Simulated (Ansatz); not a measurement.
**CH₈AlNSi: a spread of methods and bases**

Aim: run CH₈AlNSi under a spread of inputs, and see what each costs and gives.

Program: Ansatz 0.2.0, Gaussian basis. Level of theory: the settings change from run to run. These are calculated values, not measurements.

**1. The molecule**

An earlier PBE0-D4 in a triple-zeta def2 set relaxation fixed the geometry.

SMILES `N[SiH2][CH2][AlH2]`, 12 atoms, charge 0, spin multiplicity 1.

Atoms are counted from 1 here; the program's logs count them from 0.

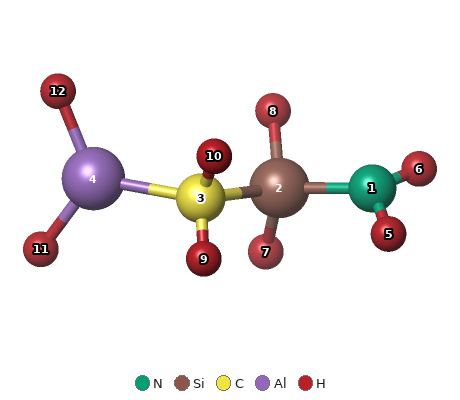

The geometry (nitrogen teal, silicon brown, carbon yellow, aluminium purple, hydrogen red); atoms are numbered from 1 in the order of the file.

**2. PBE0/aug-cc-pVDZ**

Set apart from the defaults: unrestricted orbitals, D3(BJ) dispersion, the search for lower states set to light.

Input file in.yaml:

```yaml
crystal:
  periodic: [false, false, false]
  atoms:
    - {symbol: N, position_ang: [-0.922465, 2.123681, 0.226270]}
    - {symbol: Si, position_ang: [-0.834615, 0.403492, 0.215766]}
    - {symbol: C, position_ang: [0.843126, -0.175491, -0.333322]}
    - {symbol: Al, position_ang: [1.172923, -2.075633, -0.064997]}
    - {symbol: H, position_ang: [-0.697181, 2.638610, -0.610418]}
    - {symbol: H, position_ang: [-1.670864, 2.574765, 0.728655]}
    - {symbol: H, position_ang: [-1.845750, -0.271323, -0.658891]}
    - {symbol: H, position_ang: [-1.133906, -0.025087, 1.612040]}
    - {symbol: H, position_ang: [0.947022, 0.055102, -1.400570]}
    - {symbol: H, position_ang: [1.591294, 0.400296, 0.223954]}
    - {symbol: H, position_ang: [0.826566, -3.122756, -1.207830]}
    - {symbol: H, position_ang: [1.800850, -2.580755, 1.303345]}
basis:
  gaussian: {orbitals: aug-cc-pVDZ}
magnetization: {spin_polarized: true, initial_magnetization: 0}
hamiltonian: {xc: {name: PBE0}, dispersion: d3bj}
scf: {lower_state_search: light}
output: {forces: true}
```

Started as:

```bash
$ ansatz run in.yaml --threads 4 --pin off --events-out ev --progress --plain --max-ram 10444MiB
```

The program printed, cut to the lines that bear on the results:

```text
Functional definition: PBE0
  name "PBE0"
  cite "Adamo & Barone, J. Chem. Phys. 110, 6158 (1999) doi:10.1063/1.478522"
  cite "Perdew, Burke & Ernzerhof, Phys. Rev. Lett. 77, 3865 (1996) doi:10.1103/PhysRevLett.77.3865"
  parent pbe
[...]
1687 factors; integrals over basis functions are off by at most 1.1e-3 eV
[...]
mean field -17122.91662965 eV, -629.2555798101 hartree, gradient 5.3e-5 eV, S^2 0.000000; 0 other end points of the search recorded, 0 dependent functions left out
[...]
reference -17122.91669570 eV, -629.2555822373 hartree; 24, 24 occupied and 148, 148 virtual orbitals, 1687 factors
Total energy: -17123.13442862 eV, -629.2635837743 hartree
Atom 0 at    -0.922465     2.123681     0.226270 Å, force     0.070569     0.619269     0.095463 eV/Å
Atom 1 at    -0.834615     0.403492     0.215766 Å, force    -0.072854    -0.578985     0.019534 eV/Å
Atom 2 at     0.843126    -0.175491    -0.333322 Å, force     0.075889    -0.035261    -0.017146 eV/Å
Atom 3 at     1.172923    -2.075633    -0.064997 Å, force     0.024345    -0.157236     0.020732 eV/Å
Atom 4 at    -0.697181     2.638610    -0.610418 Å, force     0.022933     0.099406    -0.143274 eV/Å
Atom 5 at    -1.670864     2.574765     0.728655 Å, force    -0.132250     0.084683     0.056065 eV/Å
Atom 6 at    -1.845750    -0.271323    -0.658891 Å, force    -0.149344    -0.086408    -0.124889 eV/Å
Atom 7 at    -1.133906    -0.025087     1.612040 Å, force    -0.037508    -0.044626     0.191678 eV/Å
Atom 8 at     0.947022     0.055102    -1.400570 Å, force     0.023044     0.068150    -0.219928 eV/Å
Atom 9 at     1.591294     0.400296     0.223954 Å, force     0.159560     0.129317     0.106689 eV/Å
Atom 10 at     0.826566    -3.122756    -1.207830 Å, force    -0.024356    -0.067447    -0.074314 eV/Å
Atom 11 at     1.800850    -2.580755     1.303345 Å, force     0.039973    -0.030860     0.089389 eV/Å
Dipole moment:    -0.001136     0.314611    -0.163857 e Å
```

Wall time 6 s (4 threads of Arm Neoverse V1, shared host); peak memory 0.67 GiB.

Largest force 0.631 eV/Å, dipole 1.70 D, ⟨S²⟩ 0.000.

**3. RPBE/STO-3G**

Set apart from the defaults: unrestricted orbitals, D3(BJ) with three-body dispersion.

in.yaml, as its differences from that of step 2:

```diff
@@ -16,6 +16,4 @@
 basis:
-  gaussian: {orbitals: aug-cc-pVDZ}
+  gaussian: {orbitals: STO-3G}
 magnetization: {spin_polarized: true, initial_magnetization: 0}
-hamiltonian: {xc: {name: PBE0}, dispersion: d3bj}
-scf: {lower_state_search: light}
-output: {forces: true}
+hamiltonian: {xc: {name: RPBE}, dispersion: d3bjatm}
```

Same command.

The program printed:

```text
Functional definition: RPBE
  name "RPBE"
  cite "Hammer, Hansen & Nørskov, Phys. Rev. B 59, 7413 (1999) doi:10.1103/PhysRevB.59.7413"
  cite "Perdew, Burke & Ernzerhof, Phys. Rev. Lett. 77, 3865 (1996) doi:10.1103/PhysRevLett.77.3865"
  parameter kappa = 0.804
  parameter beta = 0.06672455060314922
  exchange = rpbe_x(kappa = kappa, mu = beta*pi^2/3)
  correlation = pbe_c(beta = beta)
436 factors; integrals over basis functions are off by at most 7.8e-5 eV
mean field evaluation 1: about -16923.6113 eV, gradient 2.5e1 eV
mean field evaluation 2: about -16922.6083 eV, gradient 2.8e1 eV
mean field evaluation 4: about -16927.4170 eV, gradient 7.1e-1 eV
mean field evaluation 8: about -16927.3395 eV, gradient 1.8e-2 eV
mean field -16927.33949123 eV, -622.0682525400 hartree, gradient 5.4e-5 eV, S^2 0.000000; 0 other end points of the search recorded, 0 dependent functions left out
reference -16927.33951757 eV, -622.0682535079 hartree; 24, 24 occupied and 12, 12 virtual orbitals, 436 factors
Total energy: -16928.77539736 eV, -622.1210211168 hartree
```

Run time: 0.65 s. Hardware: 4 threads of Arm Neoverse V1, shared host.

⟨S²⟩ 0.000.

**4. wPBEh/aug-pcseg-2**

Options: charge +1, multiplicity 2.

in.yaml, as its differences from that of step 3:

```diff
@@ -16,4 +16,6 @@
 basis:
-  gaussian: {orbitals: STO-3G}
-magnetization: {spin_polarized: true, initial_magnetization: 0}
-hamiltonian: {xc: {name: RPBE}, dispersion: d3bjatm}
+  gaussian: {orbitals: aug-pcseg-2}
+total_charge: 1
+magnetization: {spin_polarized: true, initial_magnetization: 1}
+hamiltonian: {xc: {name: wPBEh}}
+output: {forces: true}
```

Launched as before.

The program printed, cut to the lines that bear on the results:

```text
Functional definition: wPBEh
  name "wPBEh"
  cite "Heyd, Scuseria & Ernzerhof, J. Chem. Phys. 118, 8207 (2003) doi:10.1063/1.1564060"
  cite "Krukau, Vydrov, Izmaylov & Scuseria, J. Chem. Phys. 125, 224106 (2006) doi:10.1063/1.2404663"
  cite "Heyd & Scuseria, J. Chem. Phys. 120, 7274 (2004) doi:10.1063/1.1668634"
  cite "Ernzerhof & Perdew, J. Chem. Phys. 109, 3313 (1998) doi:10.1063/1.476928"
  cite "Perdew, Burke & Ernzerhof, Phys. Rev. Lett. 77, 3865 (1996) doi:10.1103/PhysRevLett.77.3865"
  parent pbe
[...]
1562 factors; their error is unknown
213 factors; integrals over basis functions are off by at most 2.7e-6 eV
[...]
mean field -17116.53233449 eV, -629.0209612904 hartree, gradient 9.9e-6 eV, S^2 0.759797; 6 other end points of the search recorded, 0 dependent functions left out
[...]
Atom 2 at     0.843126    -0.175491    -0.333322 Å, force    -0.161392     1.233274    -0.405281 eV/Å
Atom 3 at     1.172923    -2.075633    -0.064997 Å, force     0.444247    -1.159389     0.685227 eV/Å
Atom 4 at    -0.697181     2.638610    -0.610418 Å, force     0.360391     0.365071    -0.116604 eV/Å
Atom 5 at    -1.670864     2.574765     0.728655 Å, force     0.177028     0.411044     0.670546 eV/Å
Atom 6 at    -1.845750    -0.271323    -0.658891 Å, force    -0.150602     0.442166    -0.270807 eV/Å
Atom 7 at    -1.133906    -0.025087     1.612040 Å, force    -0.068991     0.185152    -0.153879 eV/Å
Atom 8 at     0.947022     0.055102    -1.400570 Å, force     0.146166    -0.122041    -0.012415 eV/Å
Atom 9 at     1.591294     0.400296     0.223954 Å, force     0.115950    -0.107052    -0.024310 eV/Å
Atom 10 at     0.826566    -3.122756    -1.207830 Å, force    -0.147348     0.249271    -0.243962 eV/Å
Atom 11 at     1.800850    -2.580755     1.303345 Å, force    -0.110241     0.267123    -0.153180 eV/Å
Dipole moment:    -0.324900     0.794068    -0.215887 e Å
```

Run time: 55 s. Hardware: 4 threads of Arm Neoverse V1, shared host; peak memory 2.4 GiB.

Largest force 1.897 eV/Å, ⟨S²⟩ 0.760.

**5. B2GP-PLYP/cc-pVTZ**

This run has high accuracy.

in.yaml, as its differences from that of step 4:

```diff
@@ -16,6 +16,4 @@
 basis:
-  gaussian: {orbitals: aug-pcseg-2}
-total_charge: 1
-magnetization: {spin_polarized: true, initial_magnetization: 1}
-hamiltonian: {xc: {name: wPBEh}}
-output: {forces: true}
+  gaussian: {orbitals: cc-pVTZ}
+hamiltonian: {xc: {name: B2GP-PLYP}}
+accuracy: high
```

Same command.

The program printed, cut to the lines that bear on the results:

```text
Functional definition: B2GP-PLYP
  name "B2GP-PLYP"
  cite "Karton, Tarnopolsky, Lamère, Schatz & Martin, J. Phys. Chem. A 112, 12868 (2008) doi:10.1021/jp801805p"
  cite "Becke, Phys. Rev. A 38, 3098 (1988) doi:10.1103/PhysRevA.38.3098"
  cite "Lee, Yang & Parr, Phys. Rev. B 37, 785 (1988) doi:10.1103/PhysRevB.37.785"
[...]
4300 factors; integrals over basis functions are off by at most 3.8e-9 eV
[...]
mean field -17115.83813948 eV, -628.9954500941 hartree, gradient 8.1e-8 eV, S^2 0.000000; 0 other end points of the search recorded, 0 dependent functions left out
12 core orbitals not correlated: weight in the atoms' cores, before any rotation towards them, 1.000 or more for the frozen orbitals, at most 0.000 for the correlated occupied ones
reference -17115.83816386 eV, -628.9954509901 hartree; 12, 12 occupied and 216, 216 virtual orbitals, 4300 factors
second order -18.89969921 eV of doubles, -0.00000000 eV of singles
Total energy: -17122.64205558 eV, -629.2454893988 hartree
```

It took 19 s on 4 threads of Arm Neoverse V1, shared host; peak memory 1.7 GiB.

**6. PBE-QIDH/def2-SVPD**

This run has relativity set to scalar.

in.yaml, as its differences from that of step 5:

```diff
@@ -16,4 +16,4 @@
 basis:
-  gaussian: {orbitals: cc-pVTZ}
-hamiltonian: {xc: {name: B2GP-PLYP}}
-accuracy: high
+  gaussian: {orbitals: def2-SVPD}
+hamiltonian: {xc: {name: PBE-QIDH}, pseudopotentials: {relativity: scalar}}
+output: {forces: true}
```

The command is unchanged.

The program printed, cut to the lines that bear on the results:

```text
Functional definition: PBE-QIDH
  name "PBE-QIDH"
  cite "Brémond, Sancho-García, Pérez-Jiménez & Adamo, J. Chem. Phys. 141, 031101 (2014) doi:10.1063/1.4890314"
  cite "Perdew, Burke & Ernzerhof, Phys. Rev. Lett. 77, 3865 (1996) doi:10.1103/PhysRevLett.77.3865"
[...]
1470 factors; integrals over basis functions are off by at most 1.3e-3 eV
[...]
mean field -17132.17618621 eV, -629.5958622372 hartree, gradient 5.5e-6 eV, S^2 0.000000; 0 other end points of the search recorded, 0 dependent functions left out
12 core orbitals not correlated: weight in the atoms' cores, before any rotation towards them, 1.000 or more for the frozen orbitals, at most 0.000 for the correlated occupied ones
reference -17132.17620512 eV, -629.5958629322 hartree; 12, 12 occupied and 128, 128 virtual orbitals, 1470 factors
second order -15.83209858 eV of doubles, -0.00000000 eV of singles
[...]
Atom 2 at     0.843126    -0.175491    -0.333322 Å, force    -0.033010    -0.083521     0.031930 eV/Å
Atom 3 at     1.172923    -2.075633    -0.064997 Å, force     0.041888    -0.155155     0.016446 eV/Å
Atom 4 at    -0.697181     2.638610    -0.610418 Å, force     0.022704     0.056974    -0.016389 eV/Å
Atom 5 at    -1.670864     2.574765     0.728655 Å, force    -0.012381     0.046389     0.015866 eV/Å
Atom 6 at    -1.845750    -0.271323    -0.658891 Å, force     0.019814     0.034500     0.024607 eV/Å
Atom 7 at    -1.133906    -0.025087     1.612040 Å, force     0.007033     0.011614    -0.035010 eV/Å
Atom 8 at     0.947022     0.055102    -1.400570 Å, force     0.014776     0.040714    -0.124862 eV/Å
Atom 9 at     1.591294     0.400296     0.223954 Å, force     0.093624     0.073221     0.057909 eV/Å
Atom 10 at     0.826566    -3.122756    -1.207830 Å, force     0.018837     0.054089     0.064875 eV/Å
Atom 11 at     1.800850    -2.580755     1.303345 Å, force    -0.035122     0.022425    -0.075703 eV/Å
Dipole moment:    -0.004356     0.314638    -0.167086 e Å
```

It took 7.5 s on 4 threads of Arm Neoverse V1, shared host; peak memory 0.55 GiB.

Largest force 0.433 eV/Å, dipole 1.71 D.

**7. B2GP-PLYP/aug-pcseg-2**

in.yaml, as its differences from that of step 6:

```diff
@@ -16,4 +16,3 @@
 basis:
-  gaussian: {orbitals: def2-SVPD}
-hamiltonian: {xc: {name: PBE-QIDH}, pseudopotentials: {relativity: scalar}}
-output: {forces: true}
+  gaussian: {orbitals: aug-pcseg-2}
+hamiltonian: {xc: {name: B2GP-PLYP}}
```

Launched as before.

The program printed, cut to the lines that bear on the results:

```text
Functional definition: B2GP-PLYP
  name "B2GP-PLYP"
  cite "Karton, Tarnopolsky, Lamère, Schatz & Martin, J. Phys. Chem. A 112, 12868 (2008) doi:10.1021/jp801805p"
  cite "Becke, Phys. Rev. A 38, 3098 (1988) doi:10.1103/PhysRevA.38.3098"
  cite "Lee, Yang & Parr, Phys. Rev. B 37, 785 (1988) doi:10.1103/PhysRevB.37.785"
[...]
2268 factors; integrals over basis functions are off by at most 9.3e-4 eV
[...]
mean field -17115.95595525 eV, -628.9997797436 hartree, gradient 2.7e-6 eV, S^2 0.000000; 0 other end points of the search recorded, 0 dependent functions left out
12 core orbitals not correlated: weight in the atoms' cores, before any rotation towards them, 1.000 or more for the frozen orbitals, at most 0.000 for the correlated occupied ones
reference -17115.95613197 eV, -628.9997862383 hartree; 12, 12 occupied and 352, 352 virtual orbitals, 2268 factors
second order -18.88793416 eV of doubles, -0.00000000 eV of singles
Total energy: -17122.75578827 eV, -629.2496689982 hartree
```

Run time: 17 s. Hardware: 4 threads of Arm Neoverse V1, shared host; peak memory 1.9 GiB.

**8. B2GP-PLYP/cc-pVDZ**

Options: charge +1, multiplicity 2, relativity set to none.

in.yaml, as its differences from that of step 7:

```diff
@@ -16,3 +16,5 @@
 basis:
-  gaussian: {orbitals: aug-pcseg-2}
-hamiltonian: {xc: {name: B2GP-PLYP}}
+  gaussian: {orbitals: cc-pVDZ}
+total_charge: 1
+magnetization: {spin_polarized: true, initial_magnetization: 1}
+hamiltonian: {xc: {name: B2GP-PLYP}, pseudopotentials: {relativity: none}}
```

Same command.

The program printed, cut to the lines that bear on the results:

```text
Functional definition: B2GP-PLYP
  name "B2GP-PLYP"
  cite "Karton, Tarnopolsky, Lamère, Schatz & Martin, J. Phys. Chem. A 112, 12868 (2008) doi:10.1021/jp801805p"
  cite "Becke, Phys. Rev. A 38, 3098 (1988) doi:10.1103/PhysRevA.38.3098"
  cite "Lee, Yang & Parr, Phys. Rev. B 37, 785 (1988) doi:10.1103/PhysRevB.37.785"
[...]
974 factors; integrals over basis functions are off by at most 1.1e-3 eV
[...]
mean field -17104.89747798 eV, -628.5933881997 hartree, gradient 1.7e-6 eV, S^2 0.763356; 2 other end points of the search recorded, 0 dependent functions left out
12 core orbitals not correlated: weight in the atoms' cores, before any rotation towards them, 1.000 or more for the frozen orbitals, at most 0.000 for the correlated occupied ones
reference -17104.89762167 eV, -628.5933934803 hartree; 12, 11 occupied and 80, 81 virtual orbitals, 974 factors
second order -14.25749007 eV of doubles, -0.00000000 eV of singles
Total energy: -17110.03031810 eV, -628.7820165949 hartree
```

Run time: 4.5 s. Hardware: 4 threads of Arm Neoverse V1, shared host.

⟨S²⟩ 0.763.

**9. wB97/ANO-RCC-VTZP**

Set apart from the defaults: atoms shaken by 0.03 Å, a grid of angular degree 47.

Input file in.yaml:

```yaml
crystal:
  periodic: [false, false, false]
  atoms:
    - {symbol: N, position_ang: [-0.927916, 2.137397, 0.210458]}
    - {symbol: Si, position_ang: [-0.829214, 0.439787, 0.191357]}
    - {symbol: C, position_ang: [0.798895, -0.214276, -0.324425]}
    - {symbol: Al, position_ang: [1.198131, -2.104016, -0.109615]}
    - {symbol: H, position_ang: [-0.670547, 2.653776, -0.599010]}
    - {symbol: H, position_ang: [-1.639445, 2.534399, 0.713681]}
    - {symbol: H, position_ang: [-1.897281, -0.286021, -0.693051]}
    - {symbol: H, position_ang: [-1.152229, -0.079468, 1.622031]}
    - {symbol: H, position_ang: [0.889037, 0.033380, -1.432513]}
    - {symbol: H, position_ang: [1.577150, 0.393113, 0.236634]}
    - {symbol: H, position_ang: [0.803146, -3.135604, -1.230343]}
    - {symbol: H, position_ang: [1.804366, -2.566426, 1.311445]}
basis:
  gaussian: {orbitals: ANO-RCC-VTZP, final_grid: {core_spheres: 20, valence_spheres: 16, degree: 47}}
hamiltonian: {xc: {name: wB97}}
```

The command is unchanged.

The program printed, cut to the lines that bear on the results:

```text
Functional definition: wB97
  name "wB97"
  cite "Chai & Head-Gordon, J. Chem. Phys. 128, 084106 (2008) doi:10.1063/1.2834918"
  cite "Becke, J. Chem. Phys. 107, 8554 (1997) doi:10.1063/1.475007"
[...]
  # The coefficients of nought are those of the uniform gas.
[...]
      + integral(e_c_pw_opposite_spin*poly(b97_u_opposite, 1, cos1, cos2, cos3, cos4))
1624 factors; their error is unknown
650 factors; integrals over basis functions are off by at most 5.0e-5 eV
[...]
mean field -17163.16587414 eV, -630.7347122631 hartree, gradient 2.6e-5 eV, S^2 0.000000; 0 other end points of the search recorded, 0 dependent functions left out
reference -17163.16585759 eV, -630.7347116549 hartree; 24, 24 occupied and 216, 216 virtual orbitals, 1624 factors
Total energy: -17163.16585759 eV, -630.7347116549 hartree
Relativity: scalar
```

Wall time 10 s (4 threads of Arm Neoverse V1, shared host); peak memory 0.72 GiB.

**10. B2PLYP/6-31G**

Input file in.yaml:

```yaml
crystal:
  periodic: [false, false, false]
  atoms:
    - {symbol: N, position_ang: [-0.922465, 2.123681, 0.226270]}
    - {symbol: Si, position_ang: [-0.834615, 0.403492, 0.215766]}
    - {symbol: C, position_ang: [0.843126, -0.175491, -0.333322]}
    - {symbol: Al, position_ang: [1.172923, -2.075633, -0.064997]}
    - {symbol: H, position_ang: [-0.697181, 2.638610, -0.610418]}
    - {symbol: H, position_ang: [-1.670864, 2.574765, 0.728655]}
    - {symbol: H, position_ang: [-1.845750, -0.271323, -0.658891]}
    - {symbol: H, position_ang: [-1.133906, -0.025087, 1.612040]}
    - {symbol: H, position_ang: [0.947022, 0.055102, -1.400570]}
    - {symbol: H, position_ang: [1.591294, 0.400296, 0.223954]}
    - {symbol: H, position_ang: [0.826566, -3.122756, -1.207830]}
    - {symbol: H, position_ang: [1.800850, -2.580755, 1.303345]}
basis:
  gaussian: {orbitals: 6-31G}
hamiltonian: {xc: {name: B2PLYP}}
```

The command is unchanged.

The program printed, cut to the lines that bear on the results:

```text
Functional definition: B2PLYP
  name "B2PLYP"
  cite "Grimme, J. Chem. Phys. 124, 034108 (2006) doi:10.1063/1.2148954"
  cite "Becke, Phys. Rev. A 38, 3098 (1988) doi:10.1103/PhysRevA.38.3098"
  cite "Lee, Yang & Parr, Phys. Rev. B 37, 785 (1988) doi:10.1103/PhysRevB.37.785"
[...]
793 factors; integrals over basis functions are off by at most 2.3e-4 eV
[...]
mean field -17114.56237681 eV, -628.9485666809 hartree, gradient 4.5e-6 eV, S^2 0.000000; 0 other end points of the search recorded, 0 dependent functions left out
12 core orbitals not correlated: weight in the atoms' cores, before any rotation towards them, 1.000 or more for the frozen orbitals, at most 0.000 for the correlated occupied ones
reference -17114.56256013 eV, -628.9485734178 hartree; 12, 12 occupied and 36, 36 virtual orbitals, 793 factors
second order -10.02481128 eV of doubles, -0.00000000 eV of singles
Total energy: -17117.26925918 eV, -629.0480427730 hartree
```

Run time: 1 s. Hardware: 4 threads of Arm Neoverse V1, shared host.

**11. All runs side by side**

| level | charge | multiplicity | geometry | functions | energy (eV) | time |
| --- | --- | --- | --- | --- | --- | --- |
| PBE0/aug-cc-pVDZ | 0 | 1 | relaxed | 172 | -17123.134 | 6 s |
| RPBE/STO-3G | 0 | 1 | relaxed | 36 | -16928.775 | 0.65 s |
| wPBEh/aug-pcseg-2 | 1 | 2 | relaxed | 376 | -17116.532 | 55 s |
| B2GP-PLYP/cc-pVTZ | 0 | 1 | relaxed | 240 | -17122.642 | 19 s |
| PBE-QIDH/def2-SVPD | 0 | 1 | relaxed | 152 | -17137.454 | 7.5 s |
| B2GP-PLYP/aug-pcseg-2 | 0 | 1 | relaxed | 376 | -17122.756 | 17 s |
| B2GP-PLYP/cc-pVDZ | 1 | 2 | relaxed | 104 | -17110.030 | 4.5 s |
| wB97/ANO-RCC-VTZP | 0 | 1 | shaken | 240 | -17163.166 | 10 s |
| B2PLYP/6-31G | 0 | 1 | relaxed | 60 | -17117.269 | 1 s |

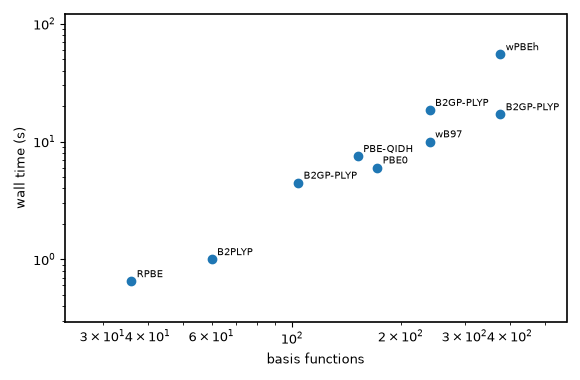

Wall time against the number of basis functions (shared host).

**12. Outcome**

```
                                         quantity                    value
                                             runs                        9
                                         quickest      RPBE/STO-3G, 0.65 s
                                          slowest  wPBEh/aug-pcseg-2, 55 s
spread of total energies, same state and geometry                 208.7 eV
                  dipole, same state and geometry           1.70 to 1.71 D
```

wPBEh/aug-pcseg-2 took 85 times as long as RPBE/STO-3G. The jobs differ in tasks and options as well as level. Total energies at one charge and spin differ by 209 eV between levels, so only differences within one level mean anything. Some of these runs are scalar-relativistic and others not, which shifts the totals of all-electron atoms past neon by several eV an atom and more; core potentials, where a basis has them, take the core out of the total altogether. At the PBE0-D4/def2-TZVP geometry and in the same state, the sound runs without point charges leave forces up to 0.63 eV/Å (PBE0/aug-cc-pVDZ).
